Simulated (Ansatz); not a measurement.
## Tc of Bi2Pd (I4/mmm) from its phonons

Aim: the phonon-mediated transition temperature of Bi2Pd (I4/mmm) at ambient pressure, over a range of μ*. The cell shown first is a relaxed one, from steps not shown here.

Calculated with Ansatz 0.2.0; DFT LDA, scalar-relativistic, plane waves, PAW, in the first sound run; inputs show where later runs differ.

**Measured values to reproduce.**

“Low-temperature thermal expansion of the topological material candidates beta-PtBi2 and beta-Bi2Pd” (2022, arxiv:2204.02327) reports for Bi2Pd, by electrical resistivity and magnetisation (quenched self-flux single crystal): superconducting transition temperature (zero-field transition) 5.1 K.

Most raw output is cut from this account.

In doubt: the program doubts the meshes or the phonons of the coupling sums (step 2), which bears on λ, Tc and transport values.

**1. The cell after earlier relaxation steps**

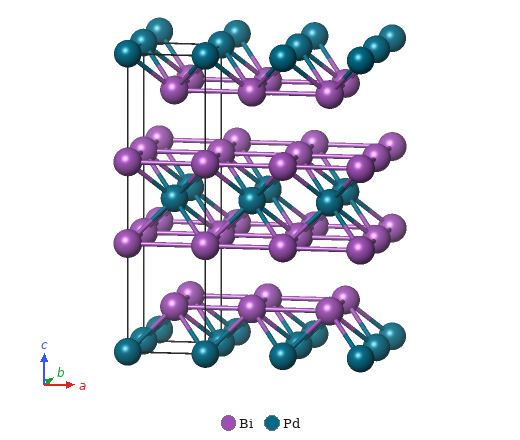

Start, viewed slightly off an axis; bismuth purple, palladium blue. 3×2×1 cells are drawn. This picture shows the conventional cell, with its axes. Some periodic images of atoms are drawn too.

**2. Resistivity: LDA at its own relaxed cell**

The run that gives the couplings also evaluates McMillan's and Allen and Dynes's formulas and, where asked, the Eliashberg equations, over a range of μ*.

The input, input.yaml:

```yaml
crystal:
  lattice:
    - [-1.6668839784, 1.6668839784, 6.3395093989]
    - [1.6668839784, -1.6668839784, 6.3395093989]
    - [1.6668839784, 1.6668839784, -6.3395093989]
  atoms:
    - { symbol: Bi, position: [0.3631965359, 0.3631965359, 0.0] }
    - { symbol: Bi, position: [0.6368034641, 0.6368034641, 0.0] }
    - { symbol: Pd, position: [0.0, 0.0, 0.0] }
kpoints:
  mp_grid: { grid: [9, 9, 9] }
hamiltonian:
  xc: lda
scf:
  occupations: { method: methfessel_paxton, width: 0.2 }
output:
  eigenvalues: true
phonons:
  method: dfpt
  qmesh: [3, 3, 3]
  temperatures: { t_max: 1000, t_step: 50 }
  qpath:
    path:
      - [[0.0, 0.0, 0.0], [0.0, 0.0, 0.5], [0.25, 0.25, 0.25], [0.0, 0.5, 0.0], [0.0, 0.0, 0.0], [0.5, 0.5, -0.5], [0.26728381, 0.73271619, -0.26728381]]
      - [[-0.26728381, 0.26728381, 0.26728381], [0.0, 0.0, 0.0]]
      - [[0.0, 0.0, 0.5], [-0.03456762, 0.03456762, 0.5]]
      - [[0.5, 0.5, -0.03456762], [0.5, 0.5, -0.5]]
    npoints: 10
  electrical_resistivity:
    mesh: [16, 16, 16]
    temperatures: [20.0, 50.0, 80.0, 100.0, 150.0, 200.0, 273.0, 300.0, 400.0, 500.0, 600.0, 800.0]
  superconductivity: { mesh: [16, 16, 16], eliashberg_equations: false }
```

On the command line:

```bash
ansatz run input.yaml --threads 8 --pin off --max-ram 16384MiB --backend cpu --events-out ev --progress --plain --runs-dir out
```

Elapsed: 19 min, on 8 threads of Arm Neoverse V2, shared host; peak memory 8.2 GiB; 2.4 h of CPU time.

Numbers from this step:

```yaml
volume_per_atom: 23.49 Å³
metallic_on_mesh: yes
gap_on_the_k_mesh: 0 eV
zero_point_energy: 0.04091 eV/cell
share_of_imaginary_modes_in_the_plain_interpolation_between_solved_wavevectors: 3.00e-4
highest_frequency_solved_or_plainly_interpolated: 117.2 cm⁻¹
debye_temperature_second_moment: 147 K
resistivity_at_300_k: 24.57 μΩ cm, mean of the axes
coupling_constant_lambda: 0.8701
density_of_states_at_the_fermi_level: 0.6206 states/eV a spin and cell
log_mean_phonon_energy_omega_log: 5.943 meV
transport_coupling_constant_lambda_tr: 0.9659, 0.9659, 0.8603 (xx, yy, zz)
drude_plasma_energy: 6.975, 6.975, 5.893 eV (xx, yy, zz)
resistivity_times_mean_free_path: 10.83, 10.83, 13.31 × 10⁻¹⁶ Ω m² (xx, yy, zz)
second_moment_phonon_energy_omega: 7.563 meV
```

Transition temperatures:

```csv
μ*,McMillan Tc (K),Allen–Dynes Tc (K)
0.08,4.25,4.51
0.1,3.8,4.01
0.12,3.36,3.54
0.13,3.15,3.31
0.14,2.94,3.08
0.16,2.54,2.65
0.2,1.81,1.87
```

**3. Resistivity: the database cell, unrelaxed**

The base functional is run at the starting cell, unrelaxed, so that the lattice constant is the database's and not the functional's.

This step: DFT PBEsol, scalar-relativistic, plane waves, PAW (Ansatz 0.2.0).

The input, input.yaml:

```yaml
crystal:
  lattice:
    - [-1.681, 1.681, 6.4915]
    - [1.681, -1.681, 6.4915]
    - [1.681, 1.681, -6.4915]
  atoms:
    - { symbol: Bi, position: [0.363, 0.363, 0.0] }
    - { symbol: Bi, position: [0.637, 0.637, 0.0] }
    - { symbol: Pd, position: [0.0, 0.0, 0.0] }
kpoints:
  mp_grid: { grid: [9, 9, 9] }
hamiltonian:
  xc: pbesol
scf:
  occupations: { method: methfessel_paxton, width: 0.2 }
output:
  eigenvalues: true
phonons:
  method: dfpt
  qmesh: [3, 3, 3]
  temperatures: { t_max: 1000, t_step: 50 }
  qpath:
    path:
      - [[0.0, 0.0, 0.0], [0.0, 0.0, 0.5], [0.25, 0.25, 0.25], [0.0, 0.5, 0.0], [0.0, 0.0, 0.0], [0.5, 0.5, -0.5], [0.2667643, 0.7332357, -0.2667643]]
      - [[-0.2667643, 0.2667643, 0.2667643], [0.0, 0.0, 0.0]]
      - [[0.0, 0.0, 0.5], [-0.03352859, 0.03352859, 0.5]]
      - [[0.5, 0.5, -0.03352859], [0.5, 0.5, -0.5]]
    npoints: 10
  electrical_resistivity:
    mesh: [16, 16, 16]
    temperatures: [20.0, 50.0, 80.0, 100.0, 150.0, 200.0, 273.0, 300.0, 400.0, 500.0, 600.0, 800.0]
  superconductivity: { mesh: [16, 16, 16], eliashberg_equations: false }
```

Wall time 19 min (8 threads); peak memory 8.7 GiB.

Numbers from this step:

| Item | Value |
| --- | --- |
| volume per atom | 24.46 Å³ |
| zero point energy | 0.03829 eV/cell |
| share of imaginary modes in the plain interpolation between solved wavevectors | 0 |
| highest frequency, solved or plainly interpolated | 108.5 cm⁻¹ |
| Debye temperature (second moment) | 137 K |
| resistivity at 300 K | 25.99 μΩ cm, mean of the axes |
| coupling constant λ | 0.8847 |
| density of states at the Fermi level | 0.6473 states/eV a spin and cell |
| log mean phonon energy ħω_log | 5.891 meV |
| transport coupling constant λ_tr | 0.9624, 0.9624, 0.8714 (xx, yy, zz) |
| Drude plasma energy | 6.781, 6.781, 5.808 eV (xx, yy, zz) |
| resistivity times mean free path | 11.17, 11.17, 13.42 × 10⁻¹⁶ Ω m² (xx, yy, zz) |
| second-moment phonon energy ħω₂ | 7.275 meV |

Transition temperatures:

```
  μ*  McMillan Tc (K)  Allen–Dynes Tc (K)
0.08             4.33                 4.6
 0.1             3.88                 4.1
0.12             3.45                3.62
0.13             3.24                3.39
0.14             3.03                3.17
0.16             2.63                2.74
 0.2             1.88                1.95
```

The Eliashberg function α²F has structure finer than the step of the table below, so its rows give means over 1 meV, whole bins alone (the curve runs from 0.053 to 13.5 meV). Peaks (meV: height): α²F 3.6: 0.529, 9.5: 0.675, 11.8: 0.440, 12.7: 0.457; α²F tr 3.6: 0.688, 9.7: 0.591, 11.8: 0.488, 12.7: 0.461, 13.0: 0.408.

The Eliashberg function α²F by phonon energy; means over each step:

```csv
phonon energy (meV),α²F,α²F tr
1,0.00179,7.1e-4
2,0.0144,0.00970
3,0.150,0.185
4,0.407,0.506
5,0.253,0.277
6,0.261,0.254
7,0.255,0.240
8,0.148,0.137
9,0.301,0.279
10,0.385,0.344
11,0.179,0.127
12,0.304,0.306
13,0.261,0.286
```

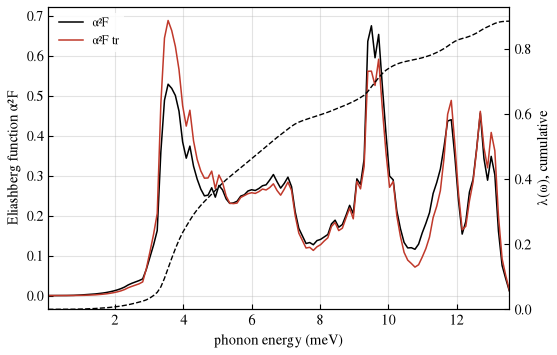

Eliashberg function α²F against phonon energy. The dashed line is the running λ.

The Eliashberg function α²F has structure finer than the step of the table below, so its rows give means over 0.5 meV, whole bins alone (the curve runs from 0.053 to 13.5 meV). Peaks (meV: height): α²F 3.56: 0.529, 9.50: 0.675, 11.84: 0.440, 12.69: 0.457; Bi 3.56: 0.302, 7.06: 0.274, 9.72: 0.435, 11.84: 0.263, 12.58: 0.182; Pd 3.56: 0.226, 9.50: 0.311, 11.73: 0.178, 12.69: 0.278.

Eliashberg function α²F against phonon energy; means over each step:

```csv
phonon energy (meV),α²F,Bi,Pd
0.5,1.5e-4,1.2e-4,2.3e-5
1.0,0.00156,0.00125,3.1e-4
1.5,0.00492,0.00393,9.9e-4
2.0,0.0130,0.0104,0.00256
2.5,0.0303,0.0246,0.00570
3.0,0.0938,0.0619,0.0319
3.5,0.447,0.259,0.188
4.0,0.404,0.232,0.172
4.5,0.281,0.156,0.124
5.0,0.261,0.158,0.103
5.5,0.238,0.184,0.0538
6.0,0.262,0.204,0.0577
6.5,0.285,0.236,0.0491
7.0,0.275,0.250,0.0247
7.5,0.156,0.146,0.0102
8.0,0.141,0.131,0.00993
8.5,0.179,0.152,0.0271
9.0,0.248,0.183,0.0655
9.5,0.576,0.346,0.230
10.0,0.376,0.280,0.0963
10.5,0.142,0.105,0.0369
11.0,0.162,0.105,0.0571
11.5,0.321,0.196,0.125
12.0,0.297,0.184,0.113
12.5,0.316,0.151,0.166
13.0,0.296,0.128,0.169
```

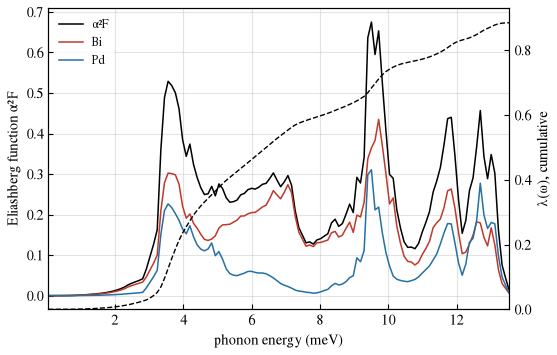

Eliashberg function α²F against phonon energy. The dashed line is the running λ.

**4. Outcome**

- meshes: q 3×3×3, k 9×9×9, scattering 16×16×16
- coupling constant λ: 0.885
- log mean phonon energy ħω_log: 5.89 meV
- Allen–Dynes Tc at μ* = 0.1: 4.1 K
- Allen–Dynes Tc at μ* = 0.13: 3.39 K

In words: In the last run (PBEsol, database cell, q 3×3×3, k 9×9×9, scattering 16×16×16), with λ = 0.88 and ħω_log = 5.89 meV, Tc at μ* = 0.13 is 3.2 K by McMillan's formula and 3.4 K by Allen and Dynes's. Raising μ* from 0.10 to 0.16 lowers the Allen–Dynes value from 4.1 to 2.7 K. By the run's own test λ is not converged in the fine mesh: it moves by 3 % between the two finest. The run's transport test calls it not converged in the mesh; ρ(300 K) moves by 12 % in the component that moves most. λ of these runs moves by 0 to 3 % between their two finest meshes, and Tc by more, so small gaps between the runs or to the measured value rank nothing. In 1 of the runs shown the interpolated phonons dip below zero somewhere, which the program warns of. These meshes are coarse. Over the runs, λ takes the values 0.870 and 0.885, in the order shown. No spin–orbit coupling, which matters for Bi. μ* is a typed number, phonons are harmonic, and spin fluctuations are left out; at μ* = 0.13 McMillan's formula turns 1 % in λ into about 2.1 % in Tc.

Comparison with the measured values:

| quantity | measured | Allen–Dynes, LDA, q 3×3×3, fine 16×16×16 | Allen–Dynes, PBEsol, q 3×3×3, fine 16×16×16, database cell |
| --- | --- | --- | --- |
| superconducting transition temperature (μ* = 0.13) (kelvin) | 5.1 | 3.31 (-35.1 %) | 3.39 (-33.5 %) |

Measured values from arxiv:2204.02327 (2022).

**Verdict.** For the superconducting transition temperature, of the levels listed nearest comes Allen–Dynes, PBEsol, q 3×3×3, fine 16×16×16, database cell (-33.5 %) and farthest Allen–Dynes, LDA, q 3×3×3, fine 16×16×16 (-35.1 %). Limits of convergence are named above.

[Logs are printed without paths, hosts, clocks, repeated set-up lines and the standing remarks that a program may print on its own settings, such as how far it seeks lower states.]

[Hosts, paths, dates, database ids (printed as entryN), source tags and the programs' standing remarks are cut or masked in the printed files.]
